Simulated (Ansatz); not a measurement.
**AlHN2Si: density, localisation and related maps**

```xyz
5

Al   -0.3530    0.0193   -0.3405
N     0.5685   -0.8572    0.8771
N    -1.2476    0.4357   -1.6524
Si    1.3993   -1.6318    1.9797
H    -1.7126    1.1570   -2.1834
```

Geometry: B3LYP-D3(BJ)/def2-SVP.

These are results of Ansatz, isolated molecule in a Gaussian basis; Kohn-Sham density functional theory, functional PBE0, not measurements.

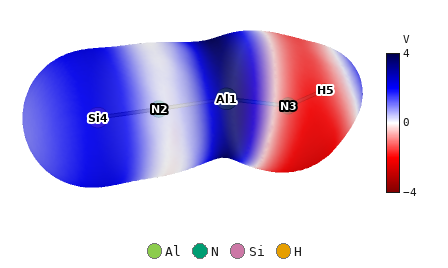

Figure 1. The electrostatic potential painted on the density surface at 0.004 e/bohr³, seen at a tilt; red is negative and blue positive.

Q: Where is the surface potential most negative and most positive?

A: The most negative region (about −2.5 V, or −58 kcal/mol for a unit charge) lies over N3, the most positive (about +3.9 V, or +90 kcal/mol for a unit charge) over Al1. N3 is the likeliest acceptor of a hydrogen bond.

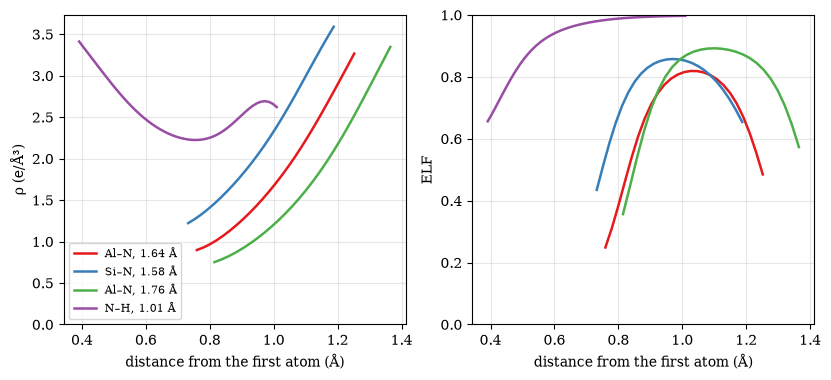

Figure 2. Total electron density and ELF along straight lines between neighbouring atoms. The curves leave out the atomic cores.

Q: What can be read from the curves?

A: Al–N (1.64 Å): ρ at the midpoint is about 1 e/Å³; the ELF peaks at about 0.80 in the valence shell of N, 0.6 Å from its nucleus, and is about 0.45 at the midpoint.
Si–N (1.58 Å): ρ at the midpoint is about 1.4 e/Å³; the ELF peaks at about 0.85 between the atoms, as expected for a short, strongly polar bond.
Al–N (1.76 Å): ρ at the midpoint is about 0.87 e/Å³; the ELF peaks at about 0.90 in the valence shell of N, 0.7 Å from its nucleus, and is about 0.65 at the midpoint.
N–H (1.01 Å): ρ at the midpoint is about 2.8 e/Å³; the ELF climbs to about 1 towards the hydrogen, as it does in any bond to H: a covalent bond by its length.

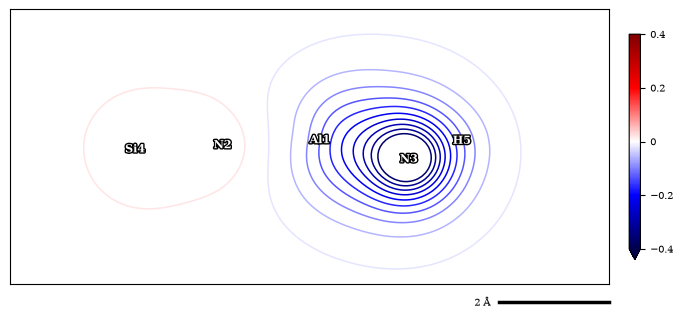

Figure 3. The HOMO on a plane 0.8 Å above the molecular plane (values in Å⁻³ᐟ²; the overall sign is arbitrary).

Q: What is the character of this orbital?

A: It lies mainly on N3 (about 70 %) and Al1 (about 25 %); it changes sign across the molecular plane (π type); π-bonding across Al1–N3. Its energy is −6.08 eV.
